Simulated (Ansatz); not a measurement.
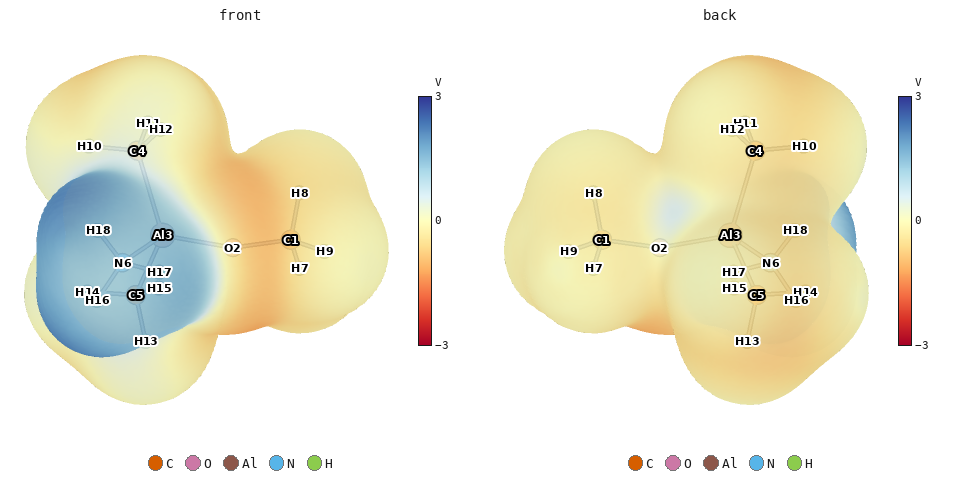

Figure 1: C₃H₁₂AlNO (SMILES C[O][Al-]([CH3])([CH3])[NH3+]). The electrostatic potential painted on the density surface at 0.001 e/bohr³, seen from the front and from behind; red is negative and blue positive.

Geometry: PBE0-D4/def2-TZVP.

Theory: Ansatz 0.2.0, RKS PBE0-D4/def2-TZVPP.

```xyz
18

C    -0.5608   -2.1519   -1.2864
O    -0.5240   -1.3408   -0.1594
Al    0.0940    0.2743    0.0609
C     2.0548    0.4691    0.1000
C    -0.9907    1.7430   -0.6812
N    -0.4516    0.1833    2.0327
H    -1.1574   -1.7117   -2.0992
H     0.4428   -2.3554   -1.6889
H    -1.0131   -3.1209   -1.0421
H     2.3725    1.4342    0.5114
H     2.5473   -0.3161    0.6846
H     2.4790    0.4140   -0.9089
H    -2.0634    1.6110   -0.5003
H    -0.7063    2.7210   -0.2756
H    -0.8682    1.8169   -1.7676
H    -1.1571    0.8564    2.3089
H    -0.8549   -0.7502    2.0745
H     0.3195    0.2352    2.6884
```

Where is the surface potential most negative and most positive?

The most negative region (about −1.1 V, or −25 kcal/mol for a unit charge) lies over C1 and O2, the most positive (about +2.2 V, or +51 kcal/mol for a unit charge) over H16 and H18.
